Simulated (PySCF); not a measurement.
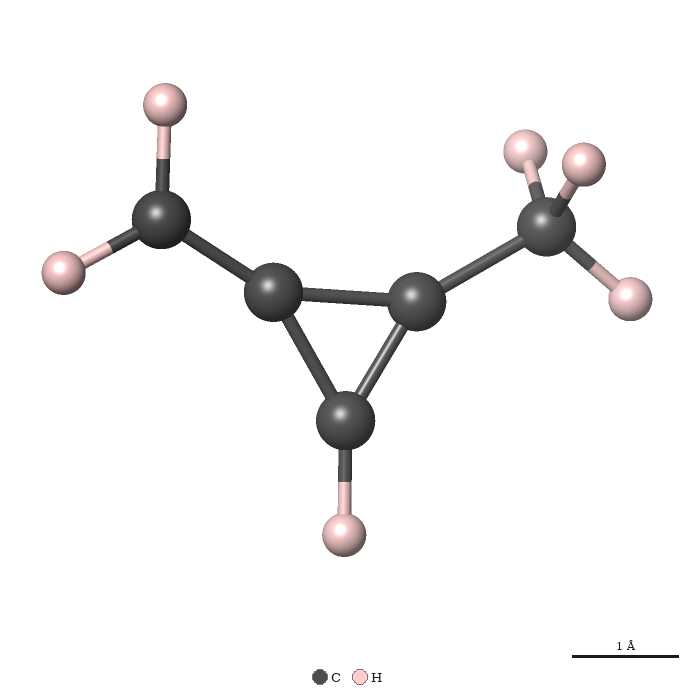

A ball-and-stick model of a molecule.

Describe the molecule.

Formula C5H6. Its SMILES string is `C=C1C=C1C`. Independent rings (smallest set): 1 of 3 members. Among its groups: alkene. The point group is Cs. Coordination, clear cases only: 1 C trigonal planar; 1 C tetrahedral.

More results for the same structure follow; atom numbers are the same in all pictures, views and colours differ. The geometry was computed by an optimisation with PBE0-D3(BJ)/def2-SVP. No frequency run is at hand to confirm it as a minimum.

### Core levels

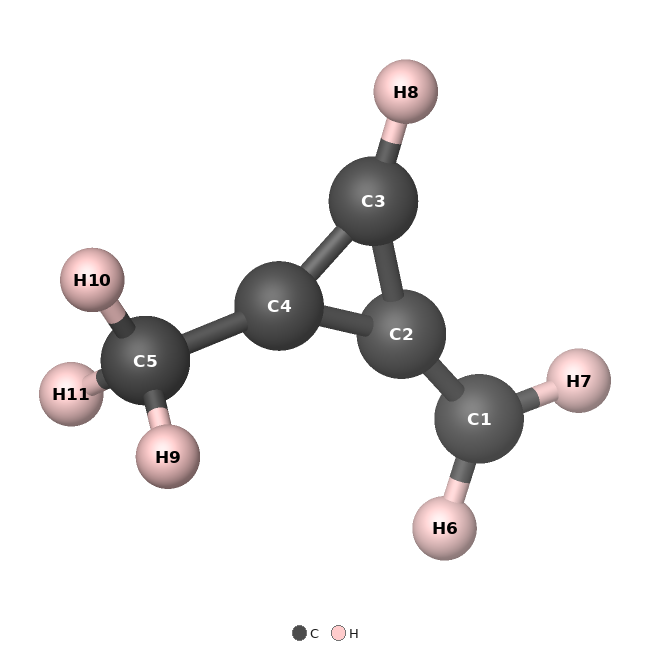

No frequency run is at hand to confirm it as a minimum. Level of theory: delta-SCF UKS SCAN, pcX-2 on the ionised atom, pcseg-1 elsewhere, spin-free X2C (PySCF 2.14.0).

Give the core-electron binding energies (to vacuum) of C1 1s, C2 1s, C3 1s, C4 1s, C5 1s.

```json
{"atom": "C1", "level": "1s", "binding energy (eV)": "289.0"}
{"atom": "C2", "level": "1s", "binding energy (eV)": "290.7"}
{"atom": "C3", "level": "1s", "binding energy (eV)": "290.7"}
{"atom": "C4", "level": "1s", "binding energy (eV)": "291.2"}
{"atom": "C5", "level": "1s", "binding energy (eV)": "291.5"}
```

### Excitation

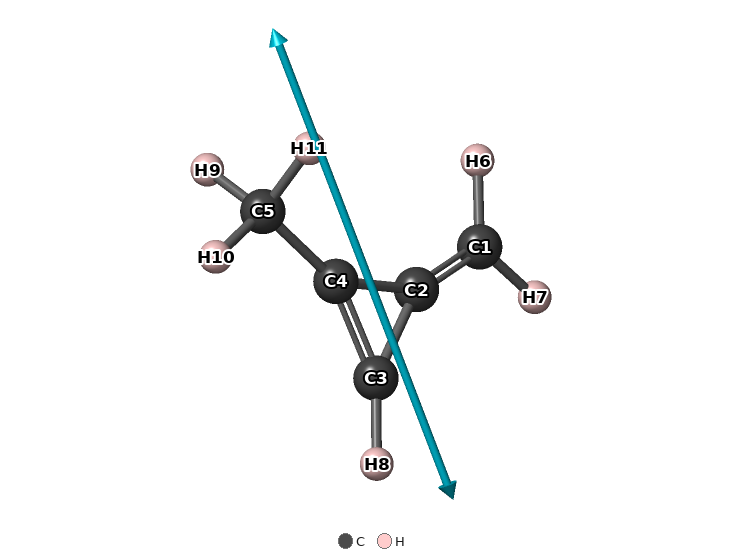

The double arrow shows the direction of the transition dipole to excited singlet state 1 (its length means nothing). No frequency run is at hand to confirm it as a minimum. Properties computed with TDDFT PBE0/def2-SVPD, vertical, gas phase, core orbitals frozen in the response (PySCF 2.14.0).

**How is the transition polarised?**

Nearly parallel to the C3–C4 bond.

**Give its energy, strength and character.**

4.43 eV (280 nm), oscillator strength 0.025, mainly HOMO → LUMO (weight 0.99); transition dipole 1.21 D.

### Charges

The questions are on Mulliken charges. No frequency run is at hand to confirm it as a minimum. Properties computed with PBE0/pcSseg-1, gas phase (PySCF 2.14.0).

Give the Mulliken charges atom by atom.

```json
{"atom": "C1", "value (e)": "−0.22"}
{"atom": "C2", "value (e)": "−0.10"}
{"atom": "C3", "value (e)": "−0.11"}
{"atom": "C4", "value (e)": "−0.11"}
{"atom": "C5", "value (e)": "−0.20"}
{"atom": "H6", "value (e)": "0.11"}
{"atom": "H7", "value (e)": "0.11"}
{"atom": "H8", "value (e)": "0.09"}
{"atom": "H9", "value (e)": "0.15"}
{"atom": "H10", "value (e)": "0.14"}
{"atom": "H11", "value (e)": "0.15"}
```

### NMR shielding

The questions are on isotropic NMR shieldings of the C atoms. No frequency run is at hand to confirm it as a minimum. Method: GIAO PBE0/pcSseg-1 NMR shielding, non-relativistic, gas phase (PySCF 2.14.0).

Give the isotropic NMR shieldings of the C atoms atom by atom.

```csv
atom,σ (ppm)
C1,122.4
C2,56.5
C3,51.9
C4,34.7
C5,171.7
```

Mulliken values depend strongly on the basis set and can even reverse the polarity of a bond.
